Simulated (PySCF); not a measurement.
Vertical excitations of a molecule C₃H₉NSi₂ from TDA-PBE/def2-SVPD (PySCF), as energy in eV (oscillator strength): 4.14 (0.001), 4.58 (0.001), 5.41 (0.015), 5.41 (0.019), 5.76 (0.025), 5.88 (0.020), 5.94 (0.057), 6.05 (0.025), 6.19 (0.007), 6.29 (0.024). Lowest triplet (TDA): 3.33 eV. Geometry: r2SCAN-D4/def2-SVP. The values are those of a single conformer.

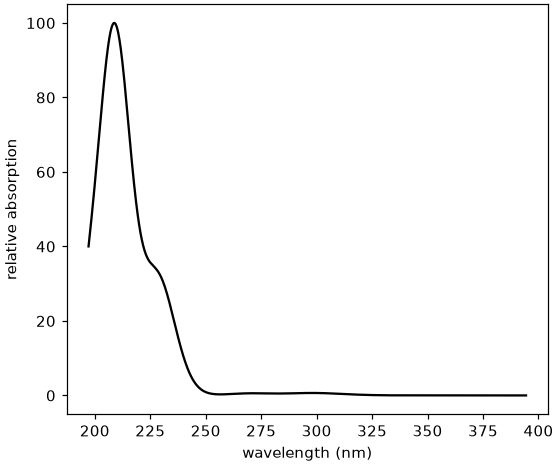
*The lines broadened by 0.4 eV.*

Identify the compound among the candidates.
A. C=C=C[SiH2][SiH2]N
B. CC1=N[C@@H]([SiH3])[SiH2]1
C. CC([SiH3])([SiH3])C#N
D. C[SiH2]N1C=C[SiH2]1

B, CC1=N[C@@H]([SiH3])[SiH2]1
